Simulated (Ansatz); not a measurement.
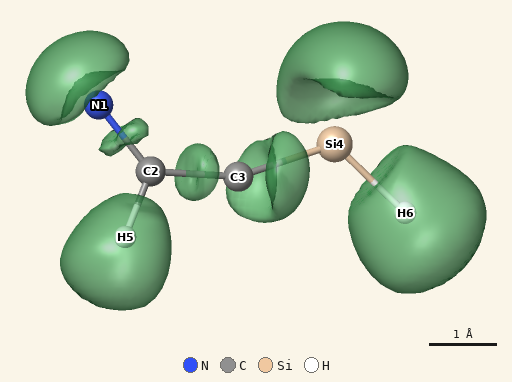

*C$_{2}$H$_{2}$NSi (SMILES [N]=CC#[SiH]) (doublet). Isosurface of the ELF at 0.85 (green), seen at a tilt. Core shells and regions of very low density are left out.*

⟨S²⟩ = 1.09, above the pure value of 0.75.

Method: UKS PBE0-D4/def2-SVP in Ansatz 0.2.0.

The calculation's input:

```
crystal:
  periodic: [false, false, false]
  atoms:
    - { symbol: "N", position_ang: [0.89148, -0.77989, 1.20279] }
    - { symbol: C, position_ang: [1.119, -0.52442, 0.02308] }
    - { symbol: C, position_ang: [0.10307, 0.18889, -0.77488] }
    - { symbol: Si, position_ang: [-1.41296, 0.70135, -0.16072] }
    - { symbol: H, position_ang: [2.02566, -0.77123, -0.53071] }
    - { symbol: H, position_ang: [-2.72625, 1.1853, 0.24045] }
magnetization:
  spin_polarized: true
  initial_magnetization: 1
basis:
  gaussian: { orbitals: def2-SVP }
hamiltonian:
  xc: pbe0
  dispersion: d4
relax:
  f_tol: 0.015
  max_steps: 40
output:
  orbitals: {}
```

Command:

```sh
ansatz run input.yaml --threads 1 --pin off --max-ram 2048MiB --backend cpu --events-out ev --progress --plain --runs-dir out
```

The fields are those of the relaxed geometry.

Q: Describe the localisation domains.

A: At this value the surface marks out one region between bonded C–C atoms (shared pairs), one region between bonded C–N atoms (shared pairs), one region between bonded C–Si atoms (shared pairs), two regions around hydrogen nuclei, one lobe on N, pointing away from the bonds (non-bonding electrons) and one lobe on Si, pointing away from the bonds (non-bonding electrons).

Values along the shortest contacts:
C–N (1.27 Å): the ELF peaks at about 0.90 between the atoms (a multiple bond). C–C (1.42 Å): the ELF peaks at about 0.95 between the atoms (a covalent bond).
